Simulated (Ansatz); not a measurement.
Consider CdHg$_{2}$Se$_{3}$.

Input file:

```
crystal:
  lattice:
    - [-2.2073915494, 2.2073915494, 9.3452338641]
    - [2.2073915494, -2.2073915494, 9.3452338641]
    - [2.2073915494, 2.2073915494, -9.3452338641]
  atoms:
    - { symbol: Cd, position: [0.5, 0.5, 0.0] }
    - { symbol: Hg, position: [0.8339511705, 0.8339511705, 0.0] }
    - { symbol: Hg, position: [0.1660488295, 0.1660488295, 0.0] }
    - { symbol: Se, position: [0.25, 0.75, 0.5] }
    - { symbol: Se, position: [0.5819050716, 0.0819050716, 0.5] }
    - { symbol: Se, position: [0.9180949284, 0.4180949284, 0.5] }
basis:
  ecutwfc: 420
kpoints:
  mp_grid: { grid: [12, 12, 12] }
hamiltonian:
  xc: pbe
scf:
  occupations: { method: fermi_dirac, width: 0.15 }
output:
  forces: true
  stress: true
  eigenvalues: true
  write_density: true
  write_potential: true
  elf: true
  volumetric_format: npy
relax:
  adjacent_minimum: "off"
  f_tol: 0.001
  max_steps: 60
  cell: { stress_tol: 0.01 }
```

Command:

```sh
ansatz run input.yaml --threads 1 --pin off --max-ram 2560MiB --backend cpu --events-out ev --progress --plain --runs-dir out
```

Below, planes, directions and counts refer to the conventional cell (a = 4.41 Å, b = 4.41 Å, c = 18.70 Å, α = 90.00°, β = 90.00°, γ = 90.00°).

Space group I-4m2; a structure generated by program, which may or may not match a known phase.

All numbers below come from DFT PBE, scalar-relativistic, plane waves, PAW in Ansatz 0.2.0.

### Predict the valence pseudo-density and electron localisation function between the atoms.

Cd–Se (2.69 Å): ρ is about 0.35 e/Å³ halfway; the ELF is about 0.40 at the midpoint and 0.15 at its lowest between the atoms.
Hg–Se (2.71 Å): the density is about 0.38 e/Å³ at the midpoint; the ELF is about 0.35 at the midpoint and 0.20 at its lowest between the atoms.

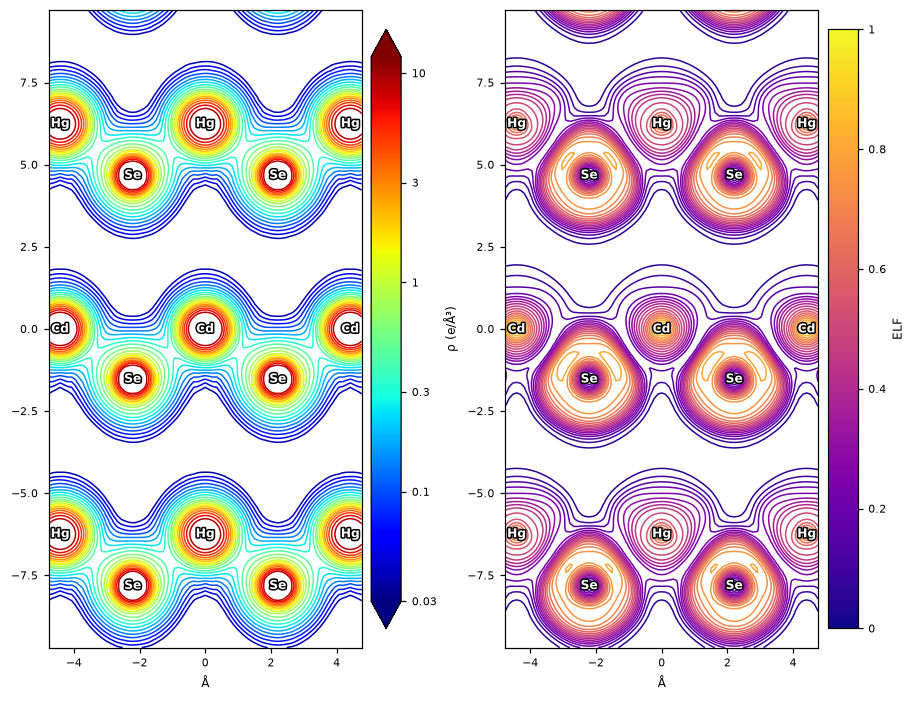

Computed valence pseudo-density and electron localisation function on the (100) plane of the conventional cell, in this order. 

The density is the valence pseudo-density of a PAW calculation; it isn't the true density close to the nuclei.
